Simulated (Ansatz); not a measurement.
# N2H (doublet): inputs that go wrong

4 inputs are run for N2H (doublet) as typed; the log has to tell whether the result can be used and what must change.

Method: the settings change from run to run; program: Ansatz 0.2.0, Gaussian basis.

13 further runs of the same task are left out: 1 for a mislabelled method, 4 that didn't finish, 8 set aside as unsound or not needed.

### 1 What is computed

The geometry is a PBE0/def2-TZVP stationary point (not a proven minimum).

3 atoms, charge 0, spin multiplicity 2.

Atoms are counted from 1 here; the program's logs count them from 0.

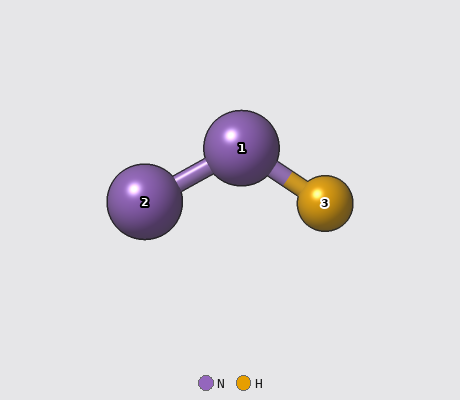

The structure; nitrogen purple, hydrogen amber; atoms are numbered from 1 in the order of the file.

### 2 Input 1

Contents of in.yaml:

```yaml
crystal:
  periodic: [false, false, false]
  atoms:
    - {symbol: N, position_ang: [0.000000, -0.129220, 0.530635]}
    - {symbol: N, position_ang: [0.000000, 0.078417, -0.615382]}
    - {symbol: H, position_ang: [0.000000, 0.705987, 1.177680]}
basis:
  gaussian: {orbitals: STO-3G}
magnetization: {spin_polarized: false, initial_magnetization: 1}
correlation: {method: mp2, electrons: all}
accuracy: high
frozen_core: true
```

Launch:

```bash
$ ansatz run in.yaml --threads 1 --pin off --events-out ev --progress --plain --max-ram 2393MiB
```

The log of the run:

```text
Error: YAML parse error: error: line 12 column 1: unknown field `frozen_core`, expected one of crystal, accuracy, basis, kpoints, hamiltonian, magnetization, projection, total_charge, correlation, batch, efield, external_charges, scf, relax, neb, saddle, md, ramp, phonons, dielectric, real_time, elastic, magnetic_configurations, gw, evaluate, workflow, output, checkpoint, execution
  --> <input>:12:1
   |
10 | correlation: {method: mp2, electrons: all}
11 | accuracy: high
12 | frozen_core: true
   | ^ unknown field `frozen_core`, expected one of crystal, accuracy, basis, kpoints, hamiltonian, magnetization, projection, total_charge, correlation, batch, efield, external_charges, scf, relax, neb, saddle, md, ramp, phonons, dielectric, real_time, elastic, magnetic_configurations, gw, evaluate, workflow, output, checkpoint, execution
```

It took 0.03 s on 1 thread of Arm Neoverse V1, shared host.

What is wrong: The run was refused. The input holds a key that the program doesn't read here. Cure: remove it or spell it as the reference does.

### 3 Input 2

Contents of in.yaml:

```yaml
crystal:
  periodic: [false, false, false]
  atoms:
    - {symbol: N, position_ang: [0.000000, -0.129220, 0.530635]}
    - {symbol: N, position_ang: [0.000000, 0.078417, -0.615382]}
    - {symbol: H, position_ang: [0.000000, 0.705987, 1.177680]}
basis:
  gaussian: {orbitals: cc-pVDZ}
magnetization: {spin_polarized: false, initial_magnetization: 1}
correlation: {active_space: {window: {electrons: 17, orbitals: 14}}}
scf: {lower_state_search: off}
```

The command is unchanged.

The log of the run:

```text
Functional definition: HF
  name "HF"
  cite "Fock, Z. Phys. 61, 126 (1930) doi:10.1007/BF01340294"
  parent pbe
  exchange = exact_x
  correlation = 0
these checks for a lower state are left out or cut short: stability, starts, cluster_reference, orbital_swaps, neighbouring_geometries, increment
319 factors; integrals over basis functions are off by at most 1.6e-3 eV
mean field evaluation 1: about -2977.0445 eV, gradient 1.3e1 eV
mean field evaluation 2: about -2977.0479 eV, gradient 1.3e1 eV
mean field evaluation 4: about -2977.6553 eV, gradient 3.2e0 eV
mean field evaluation 8: about -2977.7227 eV, gradient 2.2e-1 eV
mean field -2977.72370408 eV, -109.4293277514 hartree, gradient 5.4e-6 eV, S^2 0.750000; 0 other end points of the search recorded, 0 dependent functions left out
reference -2977.72370408 eV, -109.4293277514 hartree; 8, 7 occupied and 25, 26 virtual orbitals, 319 factors
Error: 17 electrons in 14 orbitals form no window around the highest filled level of the reference
```

Wall time 0.09 s (1 thread of Arm Neoverse V1, shared host).

What is wrong: The run stopped with an error. The active window can't be built from these electrons and orbitals. To mend it, choose counts that fit the spin, the electrons and the basis.

### 4 Input 3

Contents of in.yaml:

```yaml
crystal:
  periodic: [false, false, false]
  atoms:
    - {symbol: N, position_ang: [0.000000, -0.129220, 0.530635]}
    - {symbol: N, position_ang: [0.000000, 0.078417, -0.615382]}
    - {symbol: H, position_ang: [0.000000, 0.705987, 1.177680]}
basis:
  gaussian: {orbitals: cc-pVDZ, fitting: {mean_field: def2-universal-jkfit}}
magnetization: {spin_polarized: false, initial_magnetization: 1}
correlation: {method: mp2, frozen_orbitals: {"N": 9}}
scf: {lower_state_search: off}
```

Same command.

The log of the run:

```text
Functional definition: HF
  name "HF"
  cite "Fock, Z. Phys. 61, 126 (1930) doi:10.1007/BF01340294"
  parent pbe
  exchange = exact_x
  correlation = 0
these checks for a lower state are left out or cut short: stability, starts, cluster_reference, orbital_swaps, neighbouring_geometries, increment
Error: "frozen_orbitals" has no count for H
```

Wall time 0.03 s (1 thread of Arm Neoverse V1, shared host).

What is wrong: The run was refused. The frozen-orbital counts are incomplete or too large. Fix: leave frozen_orbitals out, or give each element a count that its core has.

### 5 Input 4

Contents of in.yaml:

```yaml
crystal:
  periodic: [false, false, false]
  atoms:
    - {symbol: N, position_ang: [0.000000, -0.129220, 0.530635]}
    - {symbol: N, position_ang: [0.000000, 0.078417, -0.615382]}
    - {symbol: H, position_ang: [0.000000, 0.705987, 1.177680]}
basis:
  gaussian: {orbitals: aug-cc-pVDZ, fitting: {mean_field: def2-universal-jkfit}}
magnetization: {spin_polarized: false, initial_magnetization: 1}
correlation: {method: fic_mrcisd_q, electrons: outside_noble_gas, active_space: {window: {electrons: 3, orbitals: 3}, states: [{multiplicity: 2, irrep: T2g, weights: [1]}]}}
accuracy: high
```

Launched as before.

The log of the run:

```text
Functional definition: HF
  name "HF"
  cite "Fock, Z. Phys. 61, 126 (1930) doi:10.1007/BF01340294"
  parent pbe
  exchange = exact_x
  correlation = 0
the irreps are read with x along [0.000, 1.000, 0.000], y along [0.000, 0.000, 1.000] and z along [1.000, 0.000, 0.000] of the geometry given
172 factors; integrals over basis functions are off by at most 2.3e-1 eV
mean field evaluation 1: about -2977.2078 eV, gradient 1.4e1 eV
mean field evaluation 2: about -2977.7999 eV, gradient 5.6e0 eV
mean field evaluation 4: about -2977.9369 eV, gradient 1.6e0 eV
mean field evaluation 8: about -2977.9592 eV, gradient 1.3e-6 eV
mean field evaluation 16: about -2976.0898 eV, gradient 1.3e0 eV
mean field -2977.95920628 eV, -109.4379822974 hartree, gradient 1.0e-8 eV, S^2 0.750000; 3 other end points of the search recorded, 0 dependent functions left out
reference -2977.95920628 eV, -109.4379822974 hartree; 8, 7 occupied and 47, 48 virtual orbitals, 172 factors
Error: the irrep T2g is not accepted for these orbitals, which take A', A'', or 1 to 2
```

Wall time 0.27 s (1 thread of Arm Neoverse V1, shared host).

What is wrong: The run stopped with an error. The symmetry label isn't in the molecule's group. Fix: name an irrep that the log lists.

### 6 How the runs ended

```
input                      level                ended                                                               cause    time
    1         MP2 on ROHF/STO-3G              refused            the input holds a key that the program doesn't read here  0.03 s
    2      CASSCF(17,14)/cc-pVDZ  stopped by an error  the active window can't be built from these electrons and orbitals  0.09 s
    3        MP2 on ROHF/cc-pVDZ              refused               the frozen-orbital counts are incomplete or too large  0.03 s
    4  MRCISD+Q(3,3)/aug-cc-pVDZ  stopped by an error                    the symmetry label isn't in the molecule's group  0.27 s
```

2 refused, 2 stopped by an error.
